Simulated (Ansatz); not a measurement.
CH5GaSe (SMILES C[Se][GaH2])

Input

```
crystal:
  periodic: [false, false, false]
  atoms:
    - {symbol: C, position_ang: [-0.885491, 1.131364, -0.188695]}
    - {symbol: Ga, position_ang: [1.166728, -1.396588, 0.232142]}
    - {symbol: Se, position_ang: [1.057536, 0.873917, -0.162330]}
    - {symbol: H, position_ang: [-1.172542, 1.533599, -1.168601]}
    - {symbol: H, position_ang: [-1.154152, 1.849456, 0.596514]}
    - {symbol: H, position_ang: [-1.407757, 0.182293, -0.013385]}
    - {symbol: H, position_ang: [2.594900, -2.023504, 0.327013]}
    - {symbol: H, position_ang: [-0.199212, -2.150546, 0.377342]}
basis:
  gaussian:
    orbitals: def2-TZVPD
magnetization:
  spin_polarized: false
hamiltonian:
  xc: {name: PBE0}
output:
  forces: true
  orbitals: {seedname: orbitals}
```

Command:

```sh
ansatz run input.yaml --threads 2 --pin off --max-ram 5220MiB --events-out events.jsonl --progress --plain --runs-dir runs
```

Geometry: PBE0-D4/def2-SVP.

All numbers below come from Ansatz 0.2.0, isolated molecule in a Gaussian basis; Kohn-Sham density functional theory, functional PBE0.

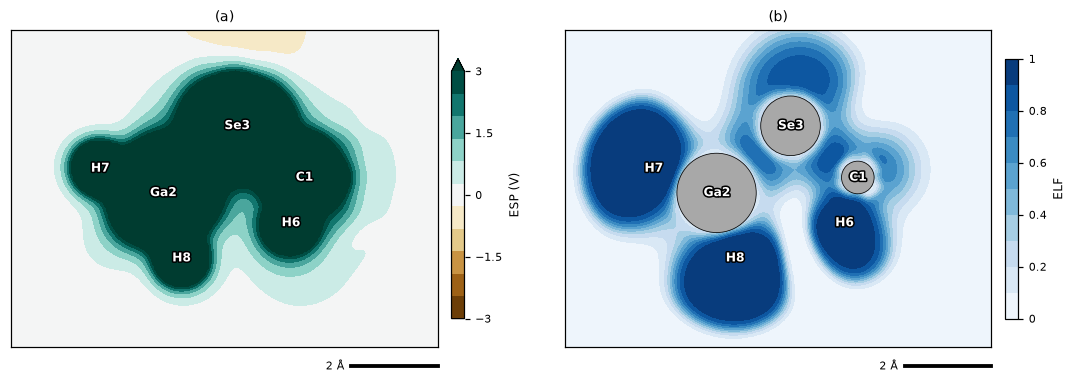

Figure 1. (a) electrostatic potential; (b) ELF on the plane of atoms Se3, Ga2 and H7. Grey discs cover the atomic cores in the ELF map.

> What does the map show?

The section cuts through C, Ga, Se and H sites. C–Se (1.96 Å): the ELF peaks at about 0.90 between the atoms, as expected for localised, covalent bonding. Ga–Se (2.31 Å): the ELF peaks at about 0.80 in the valence shell of Se, 1.1 Å from its nucleus, and is about 0.75 at the midpoint. C–H (1.10 Å): the ELF climbs to about 1 towards the hydrogen, as it does in any bond to H; a covalent bond by its length. Ga–H (1.56 Å): the ELF climbs to about 1 towards the hydrogen. The ELF also peaks beside Se3, away from the bonds: lone-pair regions. Outside the dense part of the molecule the potential is most negative (−0.5 V) near Se3.

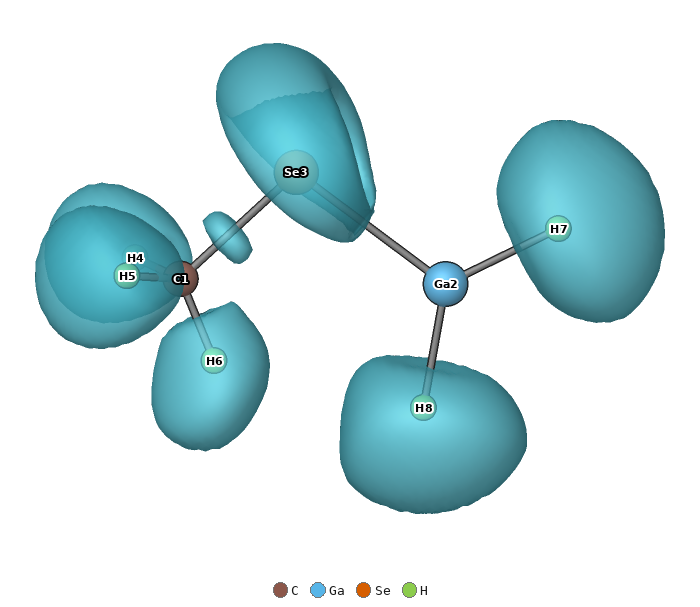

Figure 2. Isosurface of the electron localisation function at 0.8 (cyan), seen across its widest extent. Only the valence region is drawn (cores and ρ < 0.01 e/Å³ removed).

> What do the ELF domains correspond to?

The surface consists of one region between bonded C–Se atoms (shared pairs), five regions around hydrogen nuclei and one region wrapped around Se (its valence shell).

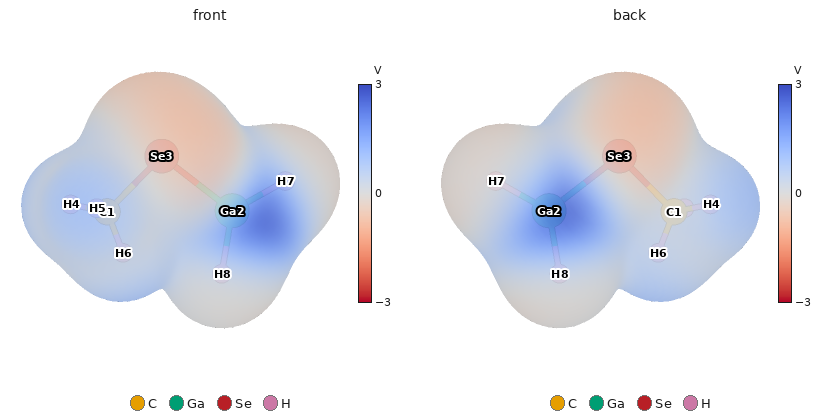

Figure 3. The electrostatic potential painted on the density surface at 0.002 e/bohr³, seen from the front and from behind; the colour scale runs from red (negative) to blue (positive).

> Describe the electrostatic potential map.

The most negative region (about −0.7 V) lies over Se3, the most positive (about +2.4 V) over Ga2.

> How polar is the molecule by this calculation?

Its dipole moment is 1.34 D.

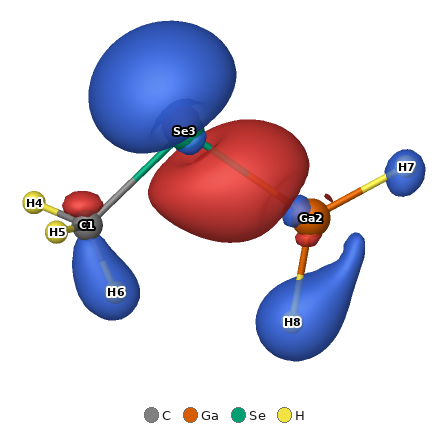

Figure 4. The HOMO−1 at ±0.15 Å⁻³ᐟ² (red and blue are the two phases), seen at a tilt.

> What is the character of this orbital?

It lies mainly on Se3 (about 60 %), Ga2 (about 20 %) and H8 (about 10 %). Its energy is −7.82 eV.
